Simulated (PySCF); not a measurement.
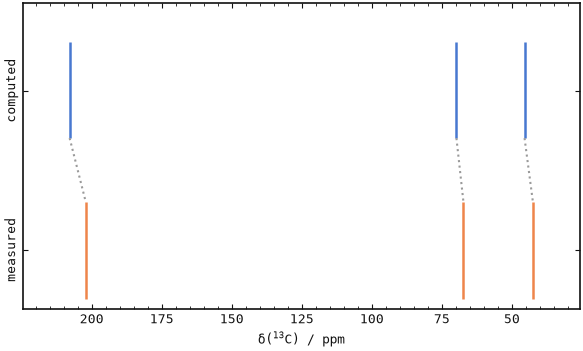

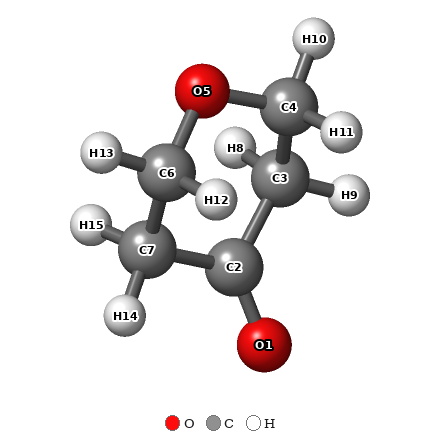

¹³C shifts of C₅H₈O₂ (tetrahydropyran-4-one), SMILES O=C1CCOCC1 against TMS: GIAO PBE0/pcSseg-1 (PySCF 2.14.0) for one gas-phase conformer (PBE0-D3(BJ)/def2-SVP, like atoms averaged) above, published measurements (CCl4) below; dotted lines join the same nuclei. Only nuclei with a measured value are shown, one named for each set of like atoms.

Q: How well does the calculation match?

A: Mean error 3.8 ppm, mean absolute error 3.8 ppm; the largest is 5.8 ppm, for C2.

Q: Assign the lines.

A:
| nucleus | computed | measured |
| --- | --- | --- |
| C2 | 207.9 | 202.1 |
| C4 | 69.8 | 67.3 |
| C3 | 45.5 | 42.5 |
